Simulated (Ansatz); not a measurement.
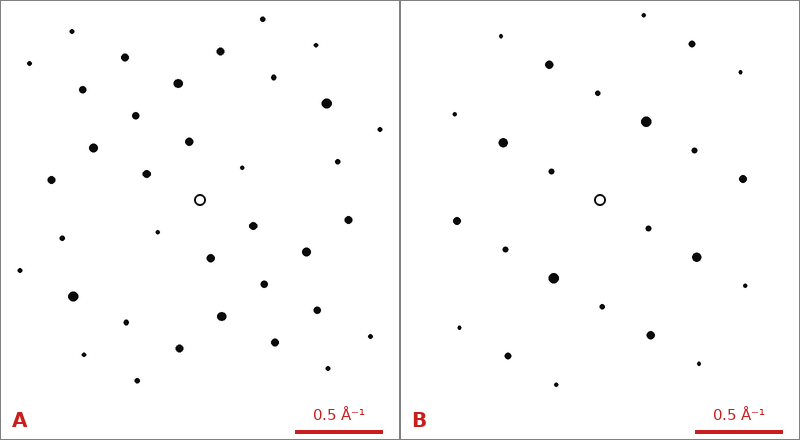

Kinematic electron diffraction patterns (300 kV, B = 0.5 Å², same scale, each along a low-index zone) of two structures of composition NaF2, each relaxed at zero pressure with DFT PBE, scalar-relativistic, plane waves, PAW (Ansatz). Each run keeps the magnetic state that it reached.

The structures (standard cells):
1. P6_3mc (No. 186), a = 3.778 Å, c = 6.664 Å (hexagonal axes), 6 atoms; generated start, possibly hypothetical
2. P6/mmm (No. 191), a = 3.836 Å, c = 3.095 Å (hexagonal axes), 3 atoms; generated start, possibly hypothetical

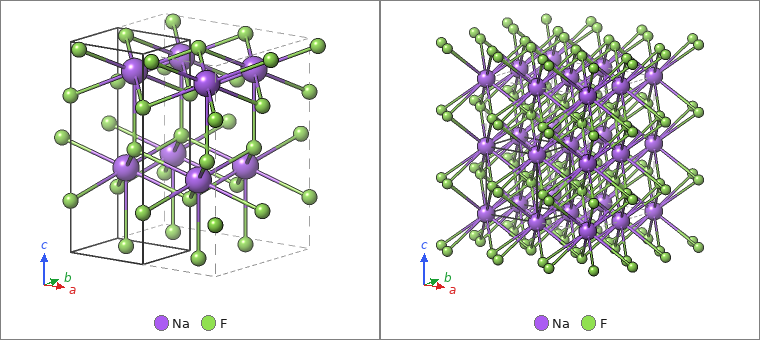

Drawings of the structures 1 to 2, from left to right (each may span several cells).

Question: Which pattern belongs to which structure, and along which zone?

Answer: A is structure 1 along [101] or an equivalent direction: centred rectangular net of 0 1 0 at d = 3.27 Å and 1 0 -1 at d = 2.94 Å, 63.3° apart (some points of this net are extinct or too weak to see). B is structure 2 along [210] or an equivalent direction: rectangular net of 0 0 1 at d = 3.09 Å and 1 -2 0 at d = 1.92 Å, 90.0° apart.

Question: Which structure lies lowest at this level of theory, and by how much?

Answer: Structure 1 (P6_3mc, 13.73 Å³ an atom) is the lowest of these; structure 2 (P6/mmm, 13.14 Å³ an atom) lies about 61 meV an atom higher. These are static energies at 0 K; other structures, not shown, may lie lower still.
